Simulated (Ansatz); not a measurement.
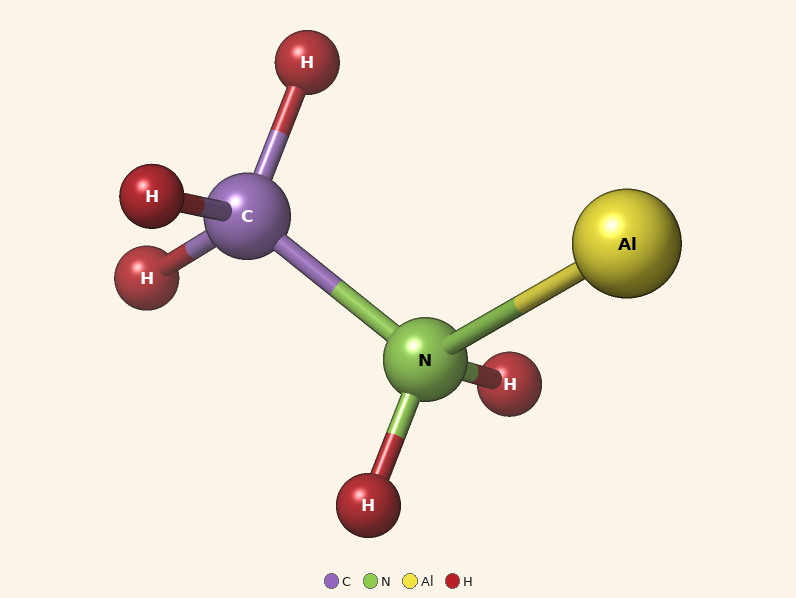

The species has charge +1 and is a spin singlet. The geometry was computed by an optimisation with PBE-D4/def2-SVP. No frequency run is at hand to confirm it as a minimum. Method: RKS PBE-D4/def2-SVP (Ansatz 0.2.0).

Predict the main results.

The species is CH₅AlN⁺.
- dispersion correction: −11.6 kJ/mol
